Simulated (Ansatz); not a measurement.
# AlH₃+ (doublet): correlated methods under varied settings at angle H2–Al1–H3 = 88.5°

What do other methods and options give for AlH₃+ (doublet) at this geometry, and how long do they take?

The runs use Ansatz 0.2.0, Gaussian basis; the settings change from run to run.

11 further runs of the same task are left out: 4 for a known fault of the program, 5 that didn't finish, 2 set aside as unsound or not needed.

**1. What is computed**

The geometry derives from a PBE0/def2-TZVP stationary point (not a proven minimum). One angle is set to the value named; bond lengths are kept.

4 atoms, charge 1, spin multiplicity 2.

Atoms are counted from 1 here; the program's logs count them from 0.

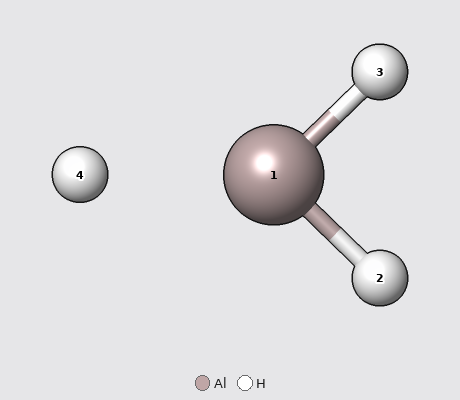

The geometry (aluminium light grey, hydrogen white); atoms are numbered from 1 in the order of the file.

As a file:

```
Al    0.00000   -0.00659    0.00000
H     0.00000    1.11111   -1.08882
H     0.00000    1.11111    1.08882
H     0.00000   -2.04576    0.00000
```

**2. NEVPT2(3,5)/STO-3G**

in.yaml reads:

```yaml
crystal:
  periodic: [false, false, false]
  atoms:
    - {symbol: Al, position_ang: [0.000000, -0.006592, 0.000000]}
    - {symbol: H, position_ang: [0.000000, 1.111112, -1.088819]}
    - {symbol: H, position_ang: [0.000000, 1.111112, 1.088819]}
    - {symbol: H, position_ang: [0.000000, -2.045764, 0.000000]}
basis:
  gaussian: {orbitals: STO-3G}
total_charge: 1
magnetization: {spin_polarized: false, initial_magnetization: 1}
correlation: {method: sc_nevpt2, electrons: outside_noble_gas, active_space: {window: {electrons: 3, orbitals: 5}, states: [{multiplicity: 2, weights: [1, 1]}, {multiplicity: 4, weights: [1]}], root: 0}}
accuracy: high
```

Started as:

```sh
> ansatz run in.yaml --threads 1 --pin off --events-out ev --progress --plain --max-ram 2393MiB
```

Standard output:

```text
Functional definition: HF
  name "HF"
  cite "Fock, Z. Phys. 61, 126 (1930) doi:10.1007/BF01340294"
  parent pbe
  exchange = exact_x
  correlation = 0
182 factors; integrals over basis functions are off by at most 1.3e-8 eV
mean field evaluation 1: about -6538.6677 eV, gradient 1.3e1 eV
mean field evaluation 2: about -6538.6670 eV, gradient 1.3e1 eV
mean field evaluation 4: about -6539.7697 eV, gradient 6.1e0 eV
mean field evaluation 8: about -6540.2926 eV, gradient 2.6e-1 eV
mean field evaluation 16: about -6539.3050 eV, gradient 7.5e0 eV
mean field evaluation 32: about -6539.3050 eV, gradient 7.5e0 eV
mean field -6540.29324532 eV, -240.3513435957 hartree, gradient 1.3e-8 eV, S^2 0.750000; 4 other end points of the search recorded, 0 dependent functions left out
reference -6540.29324532 eV, -240.3513435957 hartree; 8, 7 occupied and 4, 5 virtual orbitals, 182 factors
state -6540.93077014 eV, -240.3747722005 hartree
state -6540.76882607 eV, -240.3688208659 hartree
state -6540.93077014 eV, -240.3747722005 hartree; corrected -6541.70674870 eV, -240.4032888867 hartree
state -6540.76882607 eV, -240.3688208659 hartree; corrected -6541.49813951 eV, -240.3956226404 hartree
state -6537.00725604 eV, -240.2305857168 hartree
state -6537.00725604 eV, -240.2305857168 hartree; corrected -6537.81931387 eV, -240.2604282917 hartree
Total energy: -6541.70674870 eV, -240.4032888867 hartree
```

Run time: 0.51 s. Hardware: 1 thread of Arm Neoverse N1, shared host.

From the report: 26 determinants; active occupations (of the averaged states) 1.31, 1.25, 0.42, 0.01, 0.00.

**3. CCSDT on ROHF/aug-cc-pVDZ**

in.yaml reads:

```yaml
crystal:
  periodic: [false, false, false]
  atoms:
    - {symbol: Al, position_ang: [0.000000, -0.006592, 0.000000]}
    - {symbol: H, position_ang: [0.000000, 1.111112, -1.088819]}
    - {symbol: H, position_ang: [0.000000, 1.111112, 1.088819]}
    - {symbol: H, position_ang: [0.000000, -2.045764, 0.000000]}
basis:
  gaussian: {orbitals: aug-cc-pVDZ}
total_charge: 1
magnetization: {spin_polarized: false, initial_magnetization: 1}
correlation: {method: ccsdt, electrons: valence}
scf: {lower_state_search: off}
```

The command is unchanged.

Standard output, shortened:

```text
Functional definition: HF
  name "HF"
  cite "Fock, Z. Phys. 61, 126 (1930) doi:10.1007/BF01340294"
  parent pbe
[...]
906 factors; integrals over basis functions are off by at most 2.2e-7 eV
[...]
mean field -6618.00460560 eV, -243.2071834112 hartree, gradient 5.3e-7 eV, S^2 0.750000; 0 other end points of the search recorded, 0 dependent functions left out
5 core orbitals not correlated: weight in the atoms' cores, before any rotation towards them, 1.000 or more for the frozen orbitals, at most 0.000 for the correlated occupied ones
reference -6618.00460560 eV, -243.2071834112 hartree; 3, 2 occupied and 46, 47 virtual orbitals, 906 factors
second order -1.82452825 eV of doubles, -0.15806546 eV of singles
cycle   1  -2.43670793 eV  change   -4.5e-1 eV  update   6.8e-2
[...]
cycle  17  -2.76540013 eV  change   -3.6e-7 eV  update   2.8e-7
Total energy: -6620.77000573 eV, -243.3088099915 hartree
Checks for a lower state left out: stability, starts, cluster_reference, orbital_swaps, neighbouring_geometries, increment
```

Run time: 15 s. Hardware: 1 thread of Arm Neoverse N1, shared host; peak memory 0.25 GiB.

From the report: correlation -2.7654 eV; T1 0.035; largest double amplitude 0.13.

**4. NEVPT2(3,3)/cc-pVDZ**

Changes to in.yaml since step 3:

```diff
@@ -8,6 +8,6 @@
 basis:
-  gaussian: {orbitals: aug-cc-pVDZ}
+  gaussian: {orbitals: cc-pVDZ}
 total_charge: 1
 magnetization: {spin_polarized: false, initial_magnetization: 1}
-correlation: {method: ccsdt, electrons: valence}
-scf: {lower_state_search: off}
+correlation: {method: sc_nevpt2, electrons: valence, active_space: {window: {electrons: 3, orbitals: 3}}}
+output: {forces: true}
```

The command is unchanged.

Standard output, shortened:

```text
Functional definition: HF
  name "HF"
  cite "Fock, Z. Phys. 61, 126 (1930) doi:10.1007/BF01340294"
  parent pbe
[...]
308 factors; integrals over basis functions are off by at most 1.6e-3 eV
[...]
mean field -6618.02962525 eV, -243.2081028664 hartree, gradient 8.0e-7 eV, S^2 0.750000; 5 other end points of the search recorded, 0 dependent functions left out
reference -6618.02962525 eV, -243.2081028664 hartree; 8, 7 occupied and 25, 26 virtual orbitals, 308 factors
state -6618.74292933 eV, -243.2343163078 hartree
state -6618.74292933 eV, -243.2343163078 hartree; corrected -6619.98126607 eV, -243.2798243435 hartree
state -6618.64354176 eV, -243.2306638818 hartree
state -6618.64354176 eV, -243.2306638818 hartree; corrected -6619.73406557 eV, -243.2707398929 hartree
state -6618.74292933 eV, -243.2343163078 hartree; corrected -6619.98126607 eV, -243.2798243435 hartree
the orbitals are reached from a further start. From the first start the search ends at -6618.64353700 eV, -243.2306637069 hartree
[...]
WARN: the results are in doubt because the forces break the atoms' symmetry
Total energy: -6619.98126607 eV, -243.2798243435 hartree
Atom 0 at     0.000000    -0.006592     0.000000 Å, force    -0.000000    -5.994390     0.581251 eV/Å
Atom 1 at     0.000000     1.111112    -1.088819 Å, force    -0.000000     1.717158    -0.682016 eV/Å
Atom 2 at     0.000000     1.111112     1.088819 Å, force     0.000000     1.463946     0.219226 eV/Å
Atom 3 at     0.000000    -2.045764     0.000000 Å, force     0.000000     2.813286    -0.118460 eV/Å
Dipole moment:     0.000000     0.291453    -0.064613 e Å
In doubt: the forces break the atoms' symmetry
```

Wall time 1.6 s (1 thread of Arm Neoverse N1, shared host).

From the report: 9 determinants; active occupations 1.91, 1.00, 0.09. Mind the lines of doubt at the end of the log.

**5. CASSCF(3,9)/cc-pVDZ**

Changes to in.yaml since step 4:

```diff
@@ -8,6 +8,5 @@
 basis:
-  gaussian: {orbitals: cc-pVDZ}
+  gaussian: {orbitals: cc-pVDZ, fitting: {mean_field: def2-universal-jkfit}}
 total_charge: 1
 magnetization: {spin_polarized: false, initial_magnetization: 1}
-correlation: {method: sc_nevpt2, electrons: valence, active_space: {window: {electrons: 3, orbitals: 3}}}
-output: {forces: true}
+correlation: {active_space: {window: {electrons: 3, orbitals: 9}, states: [{multiplicity: 2, weights: [1, 1, 0.5]}]}}
```

Launched as before.

Standard output:

```text
Functional definition: HF
  name "HF"
  cite "Fock, Z. Phys. 61, 126 (1930) doi:10.1007/BF01340294"
  parent pbe
  exchange = exact_x
  correlation = 0
182 factors; integrals over basis functions are off by at most 5.1e-1 eV
mean field evaluation 1: about -6616.5034 eV, gradient 1.1e1 eV
mean field evaluation 2: about -6615.3236 eV, gradient 1.9e1 eV
mean field evaluation 4: about -6617.7401 eV, gradient 5.2e0 eV
mean field evaluation 8: about -6617.9673 eV, gradient 9.4e-7 eV
mean field evaluation 16: about -6618.0288 eV, gradient 2.8e-1 eV
mean field -6618.03059851 eV, -243.2081386330 hartree, gradient 3.1e-6 eV, S^2 0.750000; 5 other end points of the search recorded, 0 dependent functions left out
reference -6618.03059851 eV, -243.2081386330 hartree; 8, 7 occupied and 25, 26 virtual orbitals, 182 factors
state -6618.90616319 eV, -243.2403150415 hartree
state -6618.40306922 eV, -243.2218266790 hartree
state -6613.81798897 eV, -243.0533280877 hartree
Total energy: -6617.68729076 eV, -243.1955223057 hartree
```

Run time: 16 s. Hardware: 1 thread of Arm Neoverse N1, shared host.

From the report: 324 determinants; active occupations (of the averaged states) 1.37, 1.34, 0.26, 0.02, 0.00, 0.00, 0.00, 0.00, 0.00.

**6. CCSD(T) on ROHF/def2-TZVP**

in.yaml reads:

```yaml
crystal:
  periodic: [false, false, false]
  atoms:
    - {symbol: Al, position_ang: [0.000000, -0.006592, 0.000000]}
    - {symbol: H, position_ang: [0.000000, 1.111112, -1.088819]}
    - {symbol: H, position_ang: [0.000000, 1.111112, 1.088819]}
    - {symbol: H, position_ang: [0.000000, -2.045764, 0.000000]}
basis:
  gaussian: {orbitals: def2-TZVP}
total_charge: 1
magnetization: {spin_polarized: false, initial_magnetization: 1}
correlation: {method: ccsd_t, electrons: all}
```

Same command.

Standard output, shortened:

```text
Functional definition: HF
  name "HF"
  cite "Fock, Z. Phys. 61, 126 (1930) doi:10.1007/BF01340294"
  parent pbe
[...]
376 factors; integrals over basis functions are off by at most 1.7e-3 eV
[...]
mean field -6618.29545949 eV, -243.2178720944 hartree, gradient 3.7e-6 eV, S^2 0.750000; 5 other end points of the search recorded, 0 dependent functions left out
[...]
determinant -6618.29545949 eV, -243.2178720944 hartree, with singles and doubles -6623.80676504 eV, -243.4204088376 hartree
determinant -6618.19645496 eV, -243.2142337450 hartree, with singles and doubles -6624.14132996 eV, -243.4327038718 hartree
determinant -6618.15831243 eV, -243.2128320332 hartree, with singles and doubles -6624.18429210 eV, -243.4342827014 hartree
determinant -6617.65902907 eV, -243.1944837080 hartree, with singles and doubles -6623.94113643 eV, -243.4253468951 hartree
[...]
determinant -6617.65902907 eV, -243.1944837080 hartree, with singles and doubles -6623.89312243 eV, -243.4235824133 hartree
determinant -6618.29545949 eV, -243.2178720944 hartree, with singles and doubles -6623.79275888 eV, -243.4198941208 hartree
determinant -6618.19645496 eV, -243.2142337450 hartree, with singles and doubles -6624.12084474 eV, -243.4319510539 hartree
determinant -6618.15831243 eV, -243.2128320332 hartree, with singles and doubles -6624.12776793 eV, -243.4322054764 hartree
determinant -6617.65902907 eV, -243.1944837080 hartree, with singles and doubles -6623.80327399 eV, -243.4202805440 hartree
reference -6618.15831243 eV, -243.2128320332 hartree; 8, 7 occupied and 47, 48 virtual orbitals, 376 factors
second order -5.10262888 eV of doubles, -0.15847247 eV of singles
cycle   1  -5.96944791 eV  change    7.6e-6 eV  update   3.0e-6
perturbative correction -0.09039767 eV, -0.0033220531 hartree
Total energy: -6624.21815801 eV, -243.4355272506 hartree
```

It took 28 s on 1 thread of Arm Neoverse N1, shared host.

From the report: correlation -6.0598 eV; T1 0.021; largest double amplitude 0.13.

**7. The runs in one table**

Where basis and cores are those of an earlier FCI/aug-cc-pVDZ run (-6620.7719 eV), and the state is the same kind, the miss against it is given. † marks a result that the program doubts.

```
                                         level         correlated  functions  energy (eV)  from FCI (meV)    time
NEVPT2(3,5)/STO-3G (lowest root of an average)  outside noble gas         12   -6541.7067                  0.51 s
                     CCSDT on ROHF/aug-cc-pVDZ            valence         54   -6620.7700             1.9    15 s
                         NEVPT2(3,3)/cc-pVDZ †            valence         33   -6619.9813                   1.6 s
  CASSCF(3,9)/cc-pVDZ (mean of several states)                            33   -6617.6873                    16 s
                     CCSD(T) on ROHF/def2-TZVP                all         55   -6624.2182                    28 s
```

**8. Outcome**

| quantity | value |
| --- | --- |
| runs | 5 |
| quickest | NEVPT2(3,5)/STO-3G (lowest root of an average), 0.51 s |
| slowest | CCSD(T) on ROHF/def2-TZVP, 28 s |

**Reading.** Total energies in different bases, with other cores or another treatment of relativity can't be set against each other. CCSD(T) on ROHF/def2-TZVP took 54 times as long as NEVPT2(3,5)/STO-3G (lowest root of an average); the jobs differ in more than the method.
